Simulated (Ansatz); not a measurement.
# Amorphous Si2O: valence band and core levels

How wide do site differences make the core lines of amorphous Si2O?

Main program and level: Ansatz 0.2.0; DFT, PBEsol, plane-wave PAW, scalar-relativistic; PAW set soft_1.

## (1) The starting structure

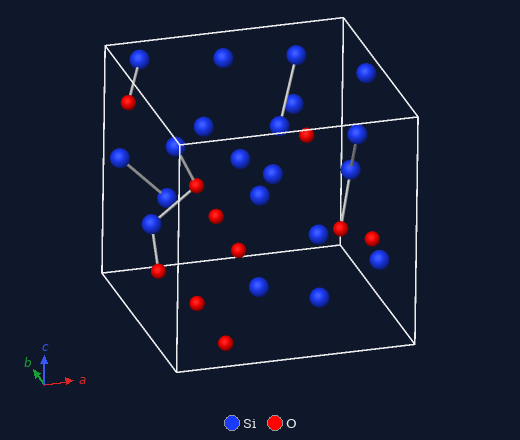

The cell as given, slightly off an axis (silicon blue, oxygen red). Bonds to atoms that aren't drawn are left out.

The cell holds 30 atoms: 20 Si and 10 O. Cell: a = 8.167 Å, b = 8.167 Å, c = 8.167 Å, α = 90.0°, β = 90.0°, γ = 90.0°. How the cell was made: glass; density 2.2 g/cm³; hottest run set to 3200 K; random start, relaxed, three short dynamics runs, relaxed.

## (2) Relaxation

Random starting positions are first pushed apart, with loose settings.

input.yaml reads:

```yaml
crystal:
  lattice:
    - [8.1669974226, 0.0, 0.0]
    - [0.0, 8.1669974226, 0.0]
    - [0.0, 0.0, 8.1669974226]
  atoms:
    - { symbol: Si, position: [0.9430561056, 0.5113275528, 0.9762437057] }
    - { symbol: Si, position: [0.0808360239, 0.607355832, 0.3764865844] }
    - { symbol: Si, position: [0.801901207, 0.1745278161, 0.8716352742] }
    - { symbol: Si, position: [0.5439414008, 0.9022150797, 0.4771535238] }
    - { symbol: Si, position: [0.4304962777, 0.7889467175, 0.9841529999] }
    - { symbol: Si, position: [0.1776925858, 0.6088516168, 0.7048647456] }
    - { symbol: Si, position: [0.4978675988, 0.493619834, 0.5002261893] }
    - { symbol: Si, position: [0.9585822861, 0.3499373998, 0.2237711468] }
    - { symbol: Si, position: [0.1707298194, 0.2213516599, 0.9625074113] }
    - { symbol: Si, position: [0.0419680372, 0.9150572012, 0.5371708512] }
    - { symbol: Si, position: [0.7877274985, 0.6217780654, 0.2375048176] }
    - { symbol: Si, position: [0.6171147571, 0.0633796207, 0.225141601] }
    - { symbol: Si, position: [0.1129725553, 0.8969057816, 0.9697327317] }
    - { symbol: Si, position: [0.8331636567, 0.3537918636, 0.633914728] }
    - { symbol: Si, position: [0.7857538492, 0.9700710402, 0.6597066845] }
    - { symbol: Si, position: [0.2463094556, 0.9265030624, 0.3314017689] }
    - { symbol: Si, position: [0.5062684626, 0.5172032243, 0.0867779257] }
    - { symbol: Si, position: [0.4622649188, 0.214759626, 0.7208838079] }
    - { symbol: Si, position: [0.6384341097, 0.6865395696, 0.7042036762] }
    - { symbol: Si, position: [0.7484224066, 0.8243667324, 0.9426460282] }
    - { symbol: O, position: [0.3741681347, 0.6780379319, 0.3434541635] }
    - { symbol: O, position: [0.6464457188, 0.3548531501, 0.8081200401] }
    - { symbol: O, position: [0.3623708588, 0.3392927773, 0.3435721424] }
    - { symbol: O, position: [0.2619984987, 0.5909555308, 0.5302835128] }
    - { symbol: O, position: [0.0842516344, 0.5191340233, 0.2079205127] }
    - { symbol: O, position: [0.2096611339, 0.0152209336, 0.0956399468] }
    - { symbol: O, position: [0.827091881, 0.0370481005, 0.4689729235] }
    - { symbol: O, position: [0.1019211513, 0.0607408977, 0.2637917257] }
    - { symbol: O, position: [0.0223040514, 0.7528849257, 0.8544561314] }
    - { symbol: O, position: [0.7673539551, 0.2682512698, 0.4194953394] }
kpoints:
  mp_grid: { grid: [1, 1, 1] }
scf:
  occupations: { method: fermi_dirac, width: 0.1 }
  n_extra_bands: 21
hamiltonian:
  xc: pbesol
  pseudopotentials: { kind: paw, azcp: { folder: soft_1 }, xc_functional: pbe }
output:
  forces: true
basis:
  ecutwfc: 320
relax:
  f_tol: 0.2
  max_steps: 25
```

Started as:

```sh
ansatz run input.yaml --threads 8 --pin off --max-ram 23552MiB --backend cpu --events-out ev --progress --plain --runs-dir out
```

Numbers of over 12 decimals in the logs are rounded to 6 here.

What it wrote:

```text
Warning: basis.ecutwfc = 320 eV is below the records' recommended 420 eV, and the density's cutoff is lower with it unless basis.ecutrho_ratio is high enough to keep the records' density cutoff: compare with a run at a higher cutoff
scf.n_extra_bands = 21 over 70 filled bands (N_el = 140.0): the run solves 91 bands
Engine: ansatz 0.2.0, aarch64-unknown-linux-gnu
Pseudopotentials: kind: paw
Pseudopotential: Si, paw, valence charge 4, recommended cutoff 420 eV (normal), soft_1/Si.paw.azcp
Pseudopotential: O, paw, valence charge 6, recommended cutoff 420 eV (normal), soft_1/O.paw.azcp
Functional definition: PBEsol
  exchange = pbesol_x
  correlation = pbesol_c
Crystal: 30 atoms, lattice volume = 544.737 Å³
Basis set: ecut = 320 eV, 7075 PW (Γ), exchange–correlation on 96×96×96 points (8 copies of the dense FFT grid, shifted against one another)
Bands: 91, of which v1, the nominal top of the filled ones, is band 70 counted from 1 (69 counted from 0)
Symmetry: 1 space group operations
Space group: P1 (ITA 1), of the structure as read, at distance tolerance 8.2e-5 Å
k-points: 1
Non-local potential: Si, projectors of the file, l = 0: 2, l = 1: 2, l = 2: 1
Non-local potential: O, projectors of the file, l = 0: 2, l = 1: 2, l = 2: 1
PAW form: soft (Blöchl's): semilocal exchange-correlation on the pseudo side does not see the compensation charge
PAW frozen core: Si, regenerated for the run's functional, and the local potential with it (the file was generated under x = pbe(κ = 0.804, μ = 0.219515), c = pbe(β = 0.066725))
PAW frozen core: O, regenerated for the run's functional, and the local potential with it (the file was generated under x = pbe(κ = 0.804, μ = 0.219515), c = pbe(β = 0.066725))
PAW one-centre angular grid: Si, 110 points (default); XC on 64 Gauss nodes
PAW one-centre angular grid: O, 110 points (default); XC on 64 Gauss nodes
Initial density: superposition of atomic densities (chi_scale 0.1, normalization cell, long waves 24 % of neutral atoms (reshape's long-wave potential 1.24 eV rms, cloud 1.77 Å wide))
Initial wavefunctions: pseudopotential atomic-orbital guess
Functional: x = pbesol(κ = 0.804, μ = 0.123457), c = pbesol(β = 0.046)
SCF iter   1: F=—  HF=-18024.463051 eV  |F-HF|=—  |Δ(HF+E_count)|=         —  Δρ=1.34e-1  dr2=2.79e2  ethr=3.10e-3  ⟨swp⟩=8.0  Hψ=465  notcnv=0
preconditioner: auto → Kerker (q_TF=auto, 2.175 Å⁻¹)  [metal: Δε(μ)=0.195 eV  Ē_g=6.885 eV  σ=0.100 eV  W_gap=0.44  n_scr=80 (ndim 8)  ℏωp=18.0 eV  f_vac=0.003  D(μ)=14.54/eV (n_scr^D=92)]
SCF iter   2: F=—  HF=-18007.206982 eV  |F-HF|=—  |Δ(HF+E_count)|=    1.73e1  Δρ=4.51e-2  dr2=4.76e1  ethr=3.10e-3  ⟨swp⟩=4.0  Hψ=218  notcnv=0
SCF iter   3: F=—  HF=-18002.215933 eV  |F-HF|=—  |Δ(HF+E_count)|=    4.99e0  Δρ=1.79e-2  dr2=4.02e0  ethr=3.10e-3  ⟨swp⟩=6.0  Hψ=250  notcnv=0
[...]
relax step   5: F+E_penalty+E_count = -18021.37763663 eV  Δ(F+E_penalty+E_count) = -3.575e0 eV  max|allowed force component| = 1.810e0 eV/Å  Δτ_max = 0.1953 Å  (8 SCF iters, dr2 threshold 1.00e-4 eV, accepted)
relax step  10: F+E_penalty+E_count = -18029.37307327 eV  Δ(F+E_penalty+E_count) = -9.243e-1 eV  max|allowed force component| = 8.799e-1 eV/Å  Δτ_max = 0.1952 Å  (6 SCF iters, dr2 threshold 1.00e-4 eV, accepted)
relax step  15: F+E_penalty+E_count = -18032.98544768 eV  Δ(F+E_penalty+E_count) = -6.547e-1 eV  max|allowed force component| = 4.884e-1 eV/Å  Δτ_max = 0.1952 Å  (7 SCF iters, dr2 threshold 1.00e-4 eV, accepted)
relax step  20: F+E_penalty+E_count = -18034.91973662 eV  Δ(F+E_penalty+E_count) = -2.739e-1 eV  max|allowed force component| = 3.990e-1 eV/Å  Δτ_max = 0.1951 Å  (6 SCF iters, dr2 threshold 1.00e-4 eV, accepted)
relax step  25: F+E_penalty+E_count = -18036.78256446 eV  Δ(F+E_penalty+E_count) = -5.130e-1 eV  max|allowed force component| = 4.793e-1 eV/Å  Δτ_max = 0.2000 Å  (10 SCF iters, accepted)
Step failed. What follows is not a result of the run: it is the report of the last solve that finished, which converged after 10 SCF iterations.
Free energy (F): -18036.782564 eV
Harris-Foulkes:  -18036.782564 eV  (|F-HF|=6.06e-8)
Internal energy: -18036.719956 eV  (E = F + TS)
E sigma→0 (E₀):  -18036.751260 eV
Entropy (-TS):   -0.062608 eV (-2.087 meV/atom)
Fermi energy:    5.083479 eV
--- Per-component energies (eV) ---
  E_band       = -374.429838
  E_kinetic    = 2535.056672
  E_local      = -7469.407061  (includes V_loc(G=0)·N_el)
  E_nonlocal   = 959.246039
  E_hartree    = 2963.489975
  E_xc         = -1828.813275
  E_vxc        = -1867.410723  (∫ρ·V_xc dr)
  E_paw        = -11517.617527  (= ΣΔE_a)
  E_vpaw       = -458.924654  (= ΣTr[D̂ρ^β])
  E_aug_tail   = 0.024010  (compensation charges beyond the density's cutoff)
  E_ewald      = -3679.682883
  E_core_change = 0.984093  (= ΣΔE_core)
  E_smearing   = -0.062608  (= −TS)
  E_closure    = 0.000000  (closes the sum)
  Σ components = -18036.782564   (vs F -18036.782564, Δ=0.00e0)
--- Forces (eV/Å), atoms counted from 1 ---
  atom   1  Si     0.14093608    -0.00386999    -0.04873448
  atom   2  Si     0.45614035    -0.08379052     0.47930255
  atom   3  Si     0.00729311    -0.09430946    -0.03234378
  atom   4  Si    -0.07442639     0.05215817    -0.05695275
  atom   5  Si     0.06713867    -0.05657957    -0.04818384
  atom   6  Si    -0.24555604    -0.05984624    -0.01806120
  atom   7  Si     0.36403610    -0.29166252    -0.02360529
  atom   8  Si     0.13830695    -0.06206285     0.04849136
[...]
atom  27  O     -0.09853384     0.12164203    -0.08090916
  atom  28  O      0.02949775     0.31909181     0.15848257
  atom  29  O     -0.08967140     0.41698156     0.27872884
  atom  30  O      0.21335196     0.12673226     0.02812667
  max |Σ_I F_I| component: 1.09e-4 eV/Å
End of that report.
Error: geometry relaxation did not converge after 25 steps: max|allowed force component| = 4.79e-1 eV/Å (threshold 2.0e-1). Raise `relax.max_steps` over both its present limit and 25, loosen `relax.f_tol`, or start from a geometry closer to equilibrium. Where this run's directory can be resumed (`checkpoint.write`), a resume goes on for up to `relax.max_steps` more
```

It took 14 s on 8 threads of Arm Neoverse V2, shared host; peak memory 0.41 GiB.

The run stopped before the relaxation met all its tests.

The program's message: “Error: geometry relaxation did not converge after 25 steps: max|allowed force component| = 4.79e-1 eV/Å (threshold 2.0e-1). Raise `relax.max_steps` over both its present limit and 25, loosen `relax.f_ …”

(Continued in part 2 of 7.)

[Logs are printed without paths, hosts, clocks, repeated set-up lines and the standing remarks that a program may print on its own settings, such as how far it seeks lower states.]

[Hosts, paths, dates, database ids (printed as entryN), source tags and the programs' standing remarks are cut or masked in the printed files.]

[Maps of the electrostatic potential energy from Ansatz leave out the sawtooth potential of an applied field or a dipole correction, so their vacuum need not be flat; work functions include it.]
